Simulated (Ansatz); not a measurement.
# BaTiO3 (P4mm): a soft mode frozen in

Aim: this structure of BaTiO3 (P4mm) is to be tested for unstable modes, and one is followed downhill.

Program: Ansatz 0.2.0. Level of theory: DFT LDA, scalar-relativistic, plane waves, PAW; PAW set soft_1. Results are calculated unless marked as measured.

The database entry behind the starting cell differs from later determinations by our own check (c/a about 0.6 % short), so it need not match the best structure at ambient conditions.

### 1. The structure

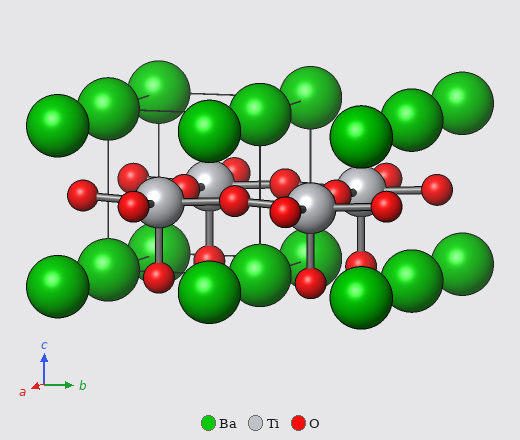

Start, viewed slightly off an axis; barium green, titanium light grey, oxygen red. 2×2×1 cells are drawn. Some periodic images of atoms are drawn too.

Structure file:

```cif
data_structure
_symmetry_space_group_name_H-M 'P4mm'
_symmetry_Int_Tables_number 99
_cell_length_a 3.9270
_cell_length_b 3.9270
_cell_length_c 3.9746
_cell_angle_alpha 90.000
_cell_angle_beta 90.000
_cell_angle_gamma 90.000
_cell_volume 61.29
loop_
_atom_site_label
_atom_site_type_symbol
_atom_site_symmetry_multiplicity
_atom_site_Wyckoff_symbol
_atom_site_fract_x
_atom_site_fract_y
_atom_site_fract_z
_atom_site_occupancy
Ba1 Ba 1 a 0.00000 0.00000 0.00109 1
Ti1 Ti 1 b 0.50000 0.50000 0.48890 1
O1 O 1 b 0.50000 0.50000 0.02210 1
O2 O 2 c 0.50000 0.00000 0.51546 1
```

### 2. Modes at Γ

The cell comes from relaxations at this level that are not shown. The zone centre is the only wavevector solved here; it holds the modes that light can see, as far as symmetry allows. The response to a homogeneous field gives the Born charges and the dielectric tensor, and its change with displacement the Raman tensors.

input.yaml

```yaml
crystal:
  lattice:
    - [3.9269704377, 0.0, 0.0]
    - [0.0, 3.9269704377, 0.0]
    - [0.0, 0.0, 3.9745611088]
  atoms:
    - { symbol: Ba, position: [0.0, 0.0, 0.0010879549] }
    - { symbol: Ti, position: [0.5, 0.5, 0.4888984683] }
    - { symbol: O, position: [0.5, 0.5, 0.0221032866] }
    - { symbol: O, position: [0.5, 0.0, 0.5154551451] }
    - { symbol: O, position: [0.0, 0.5, 0.5154551451] }
kpoints:
  mp_grid: { grid: [8, 8, 8] }
hamiltonian:
  xc: lda
  pseudopotentials: { kind: paw, azcp: { folder: soft_1 }, xc_functional: pbe }
scf:
  occupations: { method: fixed }
output:
  eigenvalues: true
phonons:
  method: dfpt
  dielectric: true
  rigid_motions: translations
  raman: true
```

On the command line:

```console
ansatz run input.yaml --threads 4 --pin off --max-ram 10240MiB --backend cpu --events-out ev --progress --plain --runs-dir out
```

Numbers of over 12 decimals in the logs are rounded to 6 here.

Log:

```text
Engine: ansatz 0.2.0, aarch64-unknown-linux-gnu
Pseudopotentials: kind: paw
Pseudopotential: Ba, paw, valence charge 10, recommended cutoff 420 eV (normal), soft_1/Ba.paw.azcp
Pseudopotential: Ti, paw, valence charge 12, recommended cutoff 420 eV (normal), soft_1/Ti.paw.azcp
Pseudopotential: O, paw, valence charge 6, recommended cutoff 420 eV (normal), soft_1/O.paw.azcp
Functional definition: SPW92
  exchange = slater_x
  correlation = pw_c
Crystal: 5 atoms, lattice volume = 61.292 Å³
Basis set: ecut = 420 eV, 1213 PW (Γ), exchange–correlation on 54×54×54 points (8 copies of the dense FFT grid, shifted against one another)
Bands: 25, of which v1, the nominal top of the filled ones, is band 20 counted from 1 (19 counted from 0)
Symmetry: 8 space group operations
k-points: 260 of 512 (irreducible under 1 space group operation, time reversal used)
Non-local potential: Ba, projectors of the file, l = 0: 3, l = 1: 2, l = 2: 2, l = 3: 2
Non-local potential: Ti, projectors of the file, l = 0: 3, l = 1: 2, l = 2: 3, l = 3: 1
Non-local potential: O, projectors of the file, l = 0: 2, l = 1: 2, l = 2: 1
PAW form: soft (Blöchl's): semilocal exchange-correlation on the pseudo side does not see the compensation charge
PAW frozen core: Ba, regenerated for the run's functional, and the local potential with it (the file was generated under x = pbe(κ = 0.804, μ = 0.219515), c = pbe(β = 0.066725))
PAW frozen core: Ti, regenerated for the run's functional, and the local potential with it (the file was generated under x = pbe(κ = 0.804, μ = 0.219515), c = pbe(β = 0.066725))
PAW frozen core: O, regenerated for the run's functional, and the local potential with it (the file was generated under x = pbe(κ = 0.804, μ = 0.219515), c = pbe(β = 0.066725))
PAW one-centre angular grid: Ba, 194 points (default); XC on 64 Gauss nodes
PAW one-centre angular grid: Ti, 590 points (default); XC on 64 Gauss nodes
PAW one-centre angular grid: O, 110 points (default); XC on 64 Gauss nodes
Initial density: superposition of atomic densities (chi_scale 0.1, normalization cell, long waves kept (reshape's long-wave potential 0.00 eV rms))
Initial wavefunctions: pseudopotential atomic-orbital guess
Functional: x = slater, c = lda
SCF iter   1: F=—  HF=-9905.107540 eV  |F-HF|=—  |Δ(HF+E_count)|=         —  Δρ=5.43e-2  dr2=1.88e0  ethr=3.10e-3  ⟨swp⟩=4.7  Hψ=25235  notcnv=0  defer=563
preconditioner: auto → Resta (q_TF=auto, 2.541 Å⁻¹)  ε∞=5.3  [insulator: Δε(μ)=2.208 eV  Ē_g=12.944 eV  n_scr=18 (ndim 8)  ℏωp=26.8 eV  f_vac=0.000  ε∞_Penn≈5.3]
SCF iter   2: F=—  HF=-9904.727708 eV  |F-HF|=—  |Δ(HF+E_count)|=   3.80e-1  Δρ=2.30e-2  dr2=4.10e-1  ethr=3.10e-3  ⟨swp⟩=2.8  Hψ=13170  notcnv=0  defer=285
SCF iter   3: F=—  HF=-9904.649968 eV  |F-HF|=—  |Δ(HF+E_count)|=   7.77e-2  Δρ=8.58e-3  dr2=4.53e-2  ethr=1.03e-3  ⟨swp⟩=2.0  Hψ=11136  notcnv=0  defer=565
SCF iter   4: F=—  HF=-9904.646994 eV  |F-HF|=—  |Δ(HF+E_count)|=   2.97e-3  Δρ=8.75e-3  dr2=4.61e-2  ethr=1.13e-4  ⟨swp⟩=2.9  Hψ=11816  notcnv=0  defer=558
SCF iter   5: F=—  HF=-9904.638336 eV  |F-HF|=—  |Δ(HF+E_count)|=   8.66e-3  Δρ=1.37e-3  dr2=8.60e-4  ethr=1.13e-4  ⟨swp⟩=2.0  Hψ=9647  notcnv=0  defer=611
SCF iter   6: F=—  HF=-9904.638448 eV  |F-HF|=—  |Δ(HF+E_count)|=   1.12e-4  Δρ=3.01e-4  dr2=4.55e-5  ethr=2.15e-6  ⟨swp⟩=2.0  Hψ=9598  notcnv=0  defer=655
SCF iter   7: F=—  HF=-9904.638444 eV  |F-HF|=—  |Δ(HF+E_count)|=   4.27e-6  Δρ=1.61e-4  dr2=1.22e-5  ethr=1.14e-7  ⟨swp⟩=2.0  Hψ=10026  notcnv=0  defer=277
SCF iter   8: F=—  HF=-9904.638442 eV  |F-HF|=—  |Δ(HF+E_count)|=   2.01e-6  Δρ=4.96e-5  dr2=1.12e-6  ethr=3.04e-8  ⟨swp⟩=2.0  Hψ=7990  notcnv=0  defer=260
SCF iter   9: F=—  HF=-9904.638441 eV  |F-HF|=—  |Δ(HF+E_count)|=   7.95e-7  Δρ=9.20e-6  dr2=3.77e-8  ethr=2.81e-9  ⟨swp⟩=2.0  Hψ=8538  notcnv=0  defer=260
SCF iter  10: F=—  HF=-9904.638441 eV  |F-HF|=—  |Δ(HF+E_count)|=   2.26e-9  Δρ=9.68e-7  dr2=5.57e-10  ethr=9.41e-11  ⟨swp⟩=2.0  Hψ=8824  notcnv=0  defer=260
SCF iter  11: F=-9904.638441 eV  HF=-9904.638441 eV  |F-HF|=2.18e-11  |Δ(HF+E_count)|=  3.64e-12  Δρ=2.07e-7  dr2=2.83e-11  ethr=1.00e-12  ⟨swp⟩=11.8  Hψ=42363  notcnv=0
SCF 1 converged in 11 iterations: F = -9904.638441 eV  dr2 = 2.83e-11
  greatest PAW one-centre occupation: 0.998 electrons in one spin orbital (limit 2), on the Ti atom at site 1 (counted from 0), in its partial waves of l = 0
DFPT response loops at Γ: preconditioner auto → none (the input reference at scf.mixing.eps_inf says where Resta's filter doesn't serve); β = 0.50; Broyden in place of MSR1
── the response to a field inside a basis, on 8×8×8 k-points: an SCF that follows is theirs, and a resumed run solves both again ──
Bands: 21, of which v1, the nominal top of the filled ones, is band 20 counted from 1 (19 counted from 0)
k-points: 40 of 512 (time reversal used)
Initial density: handed on by an earlier stage of this run
Initial wavefunctions: pseudopotential atomic-orbital guess (no wavefunctions were taken with the density)
Eigensolver: Dense (40 Hₖ)
SCF iter   1: F=—  HF=-9904.634725 eV  |F-HF|=—  |Δ(HF+E_count)|=         —  Δρ=4.53e-4  dr2=2.37e-5  ethr=1.00e-1
preconditioner: auto → Resta (q_TF=auto, 2.541 Å⁻¹)  ε∞=7.3  [insulator: Δε(μ)=2.116 eV  Ē_g=10.728 eV  n_scr=18 (ndim 8)  ℏωp=26.8 eV  f_vac=0.000  ε∞_Penn≈7.3]
SCF iter   2: F=—  HF=-9904.634719 eV  |F-HF|=—  |Δ(HF+E_count)|=   6.13e-6  Δρ=2.02e-4  dr2=9.96e-6  ethr=5.92e-8
SCF iter   3: F=—  HF=-9904.634717 eV  |F-HF|=—  |Δ(HF+E_count)|=   1.47e-6  Δρ=1.09e-4  dr2=2.07e-6  ethr=2.49e-8
SCF iter   4: F=—  HF=-9904.634717 eV  |F-HF|=—  |Δ(HF+E_count)|=   4.73e-7  Δρ=1.44e-5  dr2=7.81e-8  ethr=5.18e-9
SCF iter   5: F=—  HF=-9904.634717 eV  |F-HF|=—  |Δ(HF+E_count)|=   1.90e-8  Δρ=3.20e-6  dr2=7.65e-9  ethr=1.95e-10
SCF iter   6: F=—  HF=-9904.634717 eV  |F-HF|=—  |Δ(HF+E_count)|=   1.27e-9  Δρ=2.95e-6  dr2=4.39e-9  ethr=1.91e-11
SCF iter   7: F=—  HF=-9904.634717 eV  |F-HF|=—  |Δ(HF+E_count)|=  9.17e-10  Δρ=4.65e-7  dr2=1.21e-10  ethr=1.10e-11
SCF iter   8: F=-9904.634717 eV  HF=-9904.634717 eV  |F-HF|=0.00e0  |Δ(HF+E_count)|=  2.55e-11  Δρ=7.66e-8  dr2=3.73e-12  ethr=1.00e-12
SCF 1 converged in 8 iterations: F = -9904.634717 eV  dr2 = 3.73e-12
DFPT response loops at Γ: mixed as the last ones told, above
DFPT response loops at Γ: mixed as the last ones told, above
SCF converged after 11 iterations
Free energy (F): -9904.638441 eV
Harris-Foulkes:  -9904.638441 eV  (|F-HF|=2.18e-11)
Internal energy: -9904.638441 eV  (E = F + TS)
E sigma→0 (E₀):  -9904.638441 eV
Fermi energy:    10.597627 eV
--- Per-component energies (eV) ---
  E_band       = -124.303339
  E_kinetic    = 946.858319
  E_local      = -2130.959473  (includes V_loc(G=0)·N_el)
  E_nonlocal   = 321.335799
  E_hartree    = 818.973117
  E_xc         = -527.454391
  E_vxc        = -551.103372  (∫ρ·V_xc dr)
  E_paw        = -6474.010438  (= ΣΔE_a)
  E_vpaw       = -348.383244  (= ΣTr[D̂ρ^β])
  E_aug_tail   = 0.002248  (compensation charges beyond the density's cutoff)
  E_ewald      = -2860.282858
  E_core_change = 0.899235  (= ΣΔE_core)
  E_smearing   = -0.000000  (= −TS)
  E_closure    = 0.000000  (closes the sum)
  Σ components = -9904.638441   (vs F -9904.638441, Δ=0.00e0)
--- Band table (eV; the first three rows and the last of 260) ---
  k-point 0: bands = [... 16 lower, 9.3141, 10.3416, 10.3590, 10.3590, 12.4497, 12.6975, 12.6975, 15.0354, ... 1 higher]
  k-point 1: bands = [... 16 lower, 9.1747, 9.9821, 10.2888, 10.2888, 12.4697, 12.9779, 12.9779, 15.0368, ... 1 higher]
  k-point 2: bands = [... 16 lower, 8.8724, 9.3117, 10.1289, 10.1289, 12.5190, 13.5876, 13.5876, 15.0388, ... 1 higher]
  k-point 259: bands = [... 16 lower, 8.2385, 10.4699, 10.4699, 10.5976, 15.0825, 15.0825, 15.1103, 17.4224, ... 1 higher]
--- Phonons (Γ-DFPT): 9 representative perturbations + reference, on 260 of 512 k-points (Σ response iterations 30) ---
  k mesh reduced under 1 symmetry operation, with k and −k counted as one. Each operation leaves every solved perturbation unchanged. A smaller set is not considered because the run solves the response to a homogeneous field
  ASR residual: 1.633e-4 → 0.000e0 eV/Å²; symmetrization residual: 3.364e-5 eV/Å²
  ASR residual per site (eV/Å²): 4.60e-5 1.63e-4 7.87e-5 3.21e-5 3.21e-5
  Γ frequencies (cm⁻¹): -94.93 -94.93 0.00 0.00 0.00 174.16 179.08 179.08 261.40 288.32 288.32 288.62 481.00 481.00 508.51
  ε∞ (high-frequency dielectric tensor):
        6.555552     0.000000    -0.000000
        0.000000     6.555552     0.000000
       -0.000000     0.000000     6.041025
  softest optical mode at Γ: -94.93 cm⁻¹; the repairs (sum rule, projections) moved no ω² at Γ by more than (3.15 cm⁻¹)²
  Born effective charges Z* (e; rows j = field, columns β = displacement):
    site 0:
         2.77309    0.00000   -0.00000
         0.00000    2.77309    0.00000
        -0.00000    0.00000    2.82950
    site 1:
         7.14889    0.00000   -0.00000
         0.00000    7.14889    0.00000
        -0.00000    0.00000    6.26037
    site 2:
        -2.09282    0.00000   -0.00000
         0.00000   -2.09282    0.00000
         0.00000    0.00000   -5.02073
    site 3:
        -2.16869    0.00000    0.00000
         0.00000   -5.66046    0.00000
         0.00000    0.00000   -2.03457
    site 4:
        -5.66046    0.00000    0.00000
         0.00000   -2.16869    0.00000
         0.00000    0.00000   -2.03457
  Z* charge neutrality: 6.444e-4 e pre-enforcement
  solved inside a basis spanned on kpoints, on 8×8×8 k-points: ε∞ is read to err by 2.3e-2, Z* by 2.8e-2 e (field_mesh: kpoints solves on kpoints); Z* is corrected for what the basis lacks
  Raman tensors (in the event stream and the table raman_tensors.tsv): an entry may err by 4.4e-1 Å², one of the second-order susceptibility by 4.4e-1 pm/V (basis, points and sum rule); their sum over the sites missed zero by 5.503e-5 Å² ahead of its enforcement
  optical modes at Γ without the LO–TO term, one row a degenerate level:
      ω (cm⁻¹)  modes    IR ((D/Å)²/amu)  static Raman (Å⁴/amu)  depolarisation
        -94.93      2           157.4645               174.6799           0.750
        174.16      1             8.1853                12.0626           0.011
        179.08      2             3.3208                 0.3162           0.750
        261.40      1            49.6953               895.5347           0.065
        288.32      2             0.2149                24.7099           0.750
        288.62      1             0.0000                 4.5834           0.750
        481.00      2             9.4505                19.1472           0.750
        508.51      1            10.6424               629.6199           0.043
  optical modes at Γ + LO–TO along q̂ = [1.0000, 0.0000, 0.0000]:
      ω (cm⁻¹)  modes    IR ((D/Å)²/amu)  static Raman (Å⁴/amu)  depolarisation
        -94.93      1            78.7323                87.3400           0.750
        174.16      1             8.1853                12.0626           0.011
        176.41      1             0.0188                 3.0874           0.750
        179.08      1             1.6604                 0.1581           0.750
        261.40      1            49.6953               895.5347           0.065
        288.04      1             0.0085                10.0000           0.750
        288.32      1             0.1075                12.3549           0.750
        288.62      1             0.0000                 4.5834           0.750
        454.10      1             3.8452                 0.0123           0.750
        481.00      1             4.7253                 9.5736           0.750
        508.51      1            10.6424               629.6199           0.043
        685.31      1            81.3529                10.6850           0.750
  optical modes at Γ + LO–TO along q̂ = [0.0000, 1.0000, 0.0000]:
      ω (cm⁻¹)  modes    IR ((D/Å)²/amu)  static Raman (Å⁴/amu)  depolarisation
        -94.93      1            78.7323                87.3400           0.750
        174.16      1             8.1853                12.0626           0.011
        176.41      1             0.0188                 3.0874           0.750
        179.08      1             1.6604                 0.1581           0.750
        261.40      1            49.6953               895.5347           0.065
        288.04      1             0.0085                10.0000           0.750
        288.32      1             0.1075                12.3549           0.750
        288.62      1             0.0000                 4.5834           0.750
        454.10      1             3.8452                 0.0123           0.750
        481.00      1             4.7253                 9.5736           0.750
        508.51      1            10.6424               629.6199           0.043
        685.31      1            81.3529                10.6850           0.750
  optical modes at Γ + LO–TO along q̂ = [0.0000, 0.0000, 1.0000]:
      ω (cm⁻¹)  modes    IR ((D/Å)²/amu)  static Raman (Å⁴/amu)  depolarisation
        -94.93      2           157.4645               174.6799           0.750
        179.08      2             3.3208                 0.3162           0.750
        187.35      1             0.0744                61.2770           0.096
        288.32      2             0.2149                24.7099           0.750
        288.62      1             0.0000                 4.5834           0.750
        458.81      1             4.1203                29.4014           0.005
        481.00      2             9.4505                19.1472           0.750
        711.58      1            64.3284               637.9539           0.060
```

The job ended after 5.4 min (4 threads of Arm Neoverse V1, shared host; peak memory 1.9 GiB; 21 min of CPU time).

The column dr2 measures how far the density is from self-consistency, as an energy; F and HF (Harris–Foulkes) agree once it is small.

This step gave:

```yaml
gap_on_the_k_mesh: 1.852 eV
volume_per_atom: 12.26 Å³
sum_rule_residual_before_enforcement: 1.63e-4 eV/Å²
miss_of_the_charge_sum_rule: 6.44e-4 e
estimated_error_of_the_dielectric_tensor: 0.02283
estimated_error_of_the_born_charges: 0.02835 e
point_group: 4mm
highest_optical_mode_at_the_zone_centre_no_lo_to_term: 508.5 cm⁻¹
lowest_optical_zone_centre_mode: -94.93 cm⁻¹
mean_high_frequency_dielectric_constant: 6.384
largest_born_charge_third_of_the_trace: 6.853 e
top_of_the_zone_centre_spectrum_with_the_field: 711.6 cm⁻¹
```

Without the LO-TO term. Patterns of degenerate modes are one choice out of their space. Modes at Γ, with each element's share of the kinetic energy (negative means imaginary):

| mode | frequency (cm⁻¹) | symmetry | Ba % | Ti % | O % |
| --- | --- | --- | --- | --- | --- |
| 1 | -94.9 | E | 0 | 45 | 55 |
| 2 | -94.9 | E | 0 | 45 | 55 |
| 3 | 0.0 | acoustic | 59 | 21 | 21 |
| 4 | 0.0 | acoustic | 59 | 21 | 21 |
| 5 | 0.0 | acoustic | 59 | 21 | 21 |
| 6 | 174.2 | A1 | 40 | 18 | 41 |
| 7 | 179.1 | E | 41 | 33 | 26 |
| 8 | 179.1 | E | 41 | 33 | 26 |
| 9 | 261.4 | A1 | 1 | 61 | 38 |
| 10 | 288.3 | E | 0 | 0 | 100 |
| 11 | 288.3 | E | 0 | 0 | 100 |
| 12 | 288.6 | B1 | 0 | 0 | 100 |
| 13 | 481.0 | E | 0 | 1 | 99 |
| 14 | 481.0 | E | 0 | 1 | 99 |
| 15 | 508.5 | A1 | 0 | 0 | 100 |

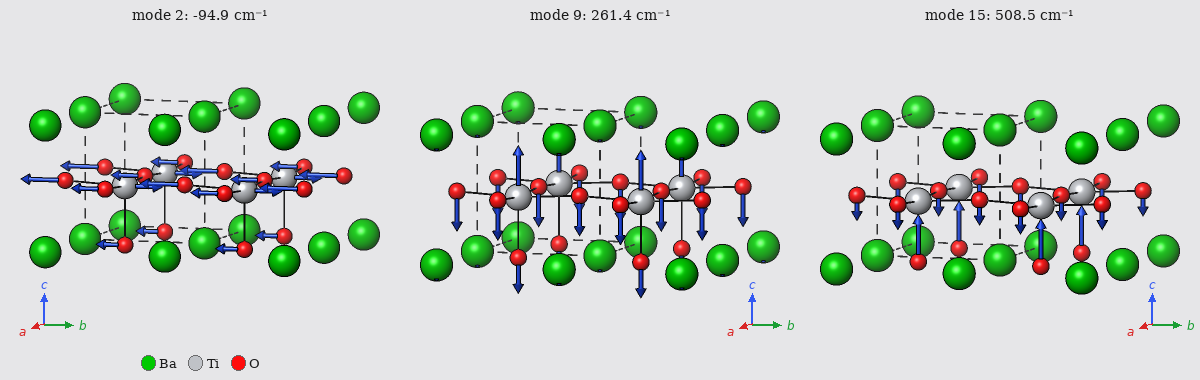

Displacement patterns of modes 2, 9 and 15 at Γ; arrows are exaggerated. 2×2×1 cells are drawn. Some periodic images of atoms are drawn too.

Before it was imposed, the acoustic sum rule was missed by 1.6e-4 eV/Å² and the charge sum rule by 6.4e-4 e. Small misses are needed for a sound result but don't prove that mesh and cutoff are converged. The lowest optical mode is imaginary, 94.9i cm⁻¹, so the energy falls along it.

### 3. The mode frozen in, largest atomic shift 0 Å

The mode followed lies at Γ with frequency 94.9i cm⁻¹ and is 2-fold degenerate, the softest among the wavevectors solved. At small amplitude the distorted cell has space group no. 8 by a symmetry search on the positions. The undistorted cell that holds it gives the zero of energy on the same k mesh.

Edit input.yaml of step 2 so:

```diff
@@ -17,9 +17,6 @@
 scf:
-  occupations: { method: fixed }
+  occupations: { method: gaussian, width: 0.02 }
 output:
+  forces: true
+  stress: true
   eigenvalues: true
-phonons:
-  method: dfpt
-  dielectric: true
-  rigid_motions: translations
-  raman: true
```

Log:

```text
[...]
Crystal: 5 atoms, lattice volume = 61.292 Å³
Basis set: ecut = 420 eV, 1213 PW (Γ)
Bands: 25, of which v1, the nominal top of the filled ones, is band 20 counted from 1 (19 counted from 0)
Symmetry: 8 space group operations
[...]
k-points: 75 of 512 (time reversal used)
[...]
--- Band table (eV; the first three rows and the last of 75) ---
  k-point 0: bands = [... 16 lower, 9.3143, 10.3417, 10.3591, 10.3591, 12.4497, 12.6974, 12.6974, 15.0354]
  k-point 1: bands = [... 16 lower, 9.1748, 9.9822, 10.2889, 10.2889, 12.4697, 12.9779, 12.9779, 15.0367]
  k-point 2: bands = [... 16 lower, 8.8725, 9.3118, 10.1290, 10.1290, 12.5190, 13.5876, 13.5876, 15.0388]
  k-point 74: bands = [... 16 lower, 8.2385, 10.4700, 10.4700, 10.5978, 15.0825, 15.0825, 15.1103, 17.4224]
[key lines of the parts left out:]
SCF converged after 7 iterations
Free energy (F): -9904.638440 eV
Fermi energy:    11.523757 eV
P = ⅓ Tr σ = 0.0005 GPa (0.005 kbar)
```

Run time: 4 s. Hardware: 4 threads; peak memory 0.45 GiB; 15 s of CPU time.

Numbers from this step:

```
pressure                         : 5.49e-4 GPa
energy from the undistorted cell : 0 meV/atom
```

At this level the gap is 1.85 eV on the k-mesh of the self-consistent run, which can miss the band edges.

### 4. The mode frozen in, largest atomic shift 0.04 Å

The atoms are moved along the unstable eigenvector, the largest shift by 0.04 Å, with the cell fixed.

input.yaml, the sections that differ from step 3:

```yaml
crystal:
  lattice:
    - [3.9269704377, 0.0, 0.0]
    - [0.0, 3.9269704377, 0.0]
    - [0.0, 0.0, 3.9745611088]
  atoms:
    - { symbol: Ba, position: [-0.0001625017, -0.0001625017, 0.0010879549] }
    - { symbol: Ti, position: [0.4940686105, 0.4940686105, 0.4888984683] }
    - { symbol: O, position: [0.5049306021, 0.5049306021, 0.0221032866] }
    - { symbol: O, position: [0.5059241934, 0.0082860064, 0.5154551451] }
    - { symbol: O, position: [0.0082860064, 0.5059241934, 0.5154551451] }
# kpoints, hamiltonian, scf, output: as in step 3
```

Log:

```text
[...]
Crystal: 5 atoms, lattice volume = 61.292 Å³
Basis set: ecut = 420 eV, 1213 PW (Γ)
Bands: 25, of which v1, the nominal top of the filled ones, is band 20 counted from 1 (19 counted from 0)
Symmetry: 2 space group operations
[...]
k-points: 150 of 512 (time reversal used)
[...]
--- Band table (eV; the first three rows and the last of 150) ---
  k-point 0: bands = [... 16 lower, 9.3078, 10.2514, 10.3154, 10.3231, 12.5705, 12.7531, 12.7890, 15.1202]
  k-point 1: bands = [... 16 lower, 9.1825, 9.9410, 10.2309, 10.2446, 12.5982, 13.0270, 13.0272, 15.1221]
  k-point 2: bands = [... 16 lower, 8.9038, 9.3109, 10.0551, 10.0837, 12.6482, 13.6067, 13.6279, 15.1231]
  k-point 149: bands = [... 16 lower, 8.2528, 10.4648, 10.4677, 10.5761, 15.0741, 15.1181, 15.1607, 17.4206]
[key lines of the parts left out:]
SCF converged after 7 iterations
Free energy (F): -9904.639298 eV
Fermi energy:    11.573291 eV
P = ⅓ Tr σ = 0.4205 GPa (4.205 kbar)
```

It took 8 s on 4 threads; peak memory 0.53 GiB.

Numbers from this step:

- pressure: 0.4205 GPa
- gap on the k-mesh: 1.994 eV
- energy from the undistorted cell: -0.172 meV/atom

The energy, extrapolated to zero smearing, is -0.17 meV/atom against the undistorted cell.

The run ends at a pressure of 0.42 GPa, with forces up to 0.030 eV/Å.

(Continued in part 2 of 3.)

[Logs are printed without paths, hosts, clocks, repeated set-up lines and the standing remarks that a program may print on its own settings, such as how far it seeks lower states.]

[Hosts, paths, dates, database ids (printed as entryN), source tags and the programs' standing remarks are cut or masked in the printed files.]
